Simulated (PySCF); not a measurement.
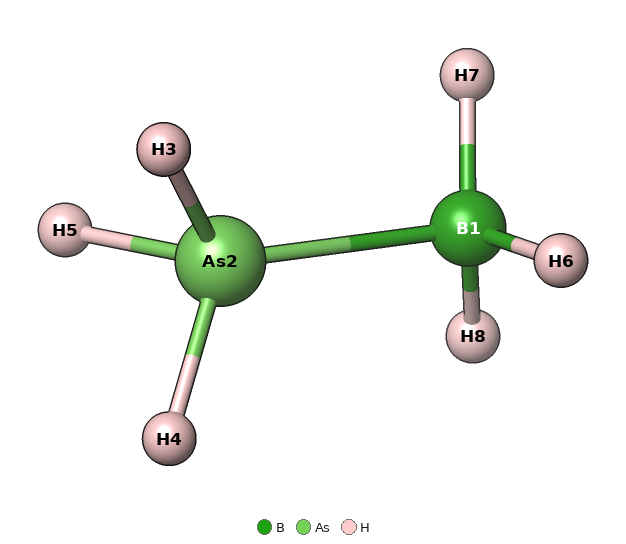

Computed geometry: PBE0-D3(BJ)/def2-SVP optimisation. No frequency run is at hand to confirm it as a minimum. Level of theory: B3LYP/pcJ-1 (pcSseg-1 on As) indirect spin-spin coupling, non-relativistic, gas phase (PySCF 2.14.0). Isotopes: 11B, 1H.

Give the spin–spin coupling constants of these pairs, with the number of bonds between them: B1/H6, B1/H7, B1/H4, B1/H3, H3/H5, H4/H5, H6/H8, H7/H8.

```tsv
pair	bonds apart	J (Hz)
B1, H6	1	125.8
B1, H7	1	125.9
B1, H4	2	−0.7
B1, H3	2	−0.7
H3, H5	2	−3.5
H4, H5	2	−3.5
H6, H8	2	−10.8
H7, H8	2	−10.8
```
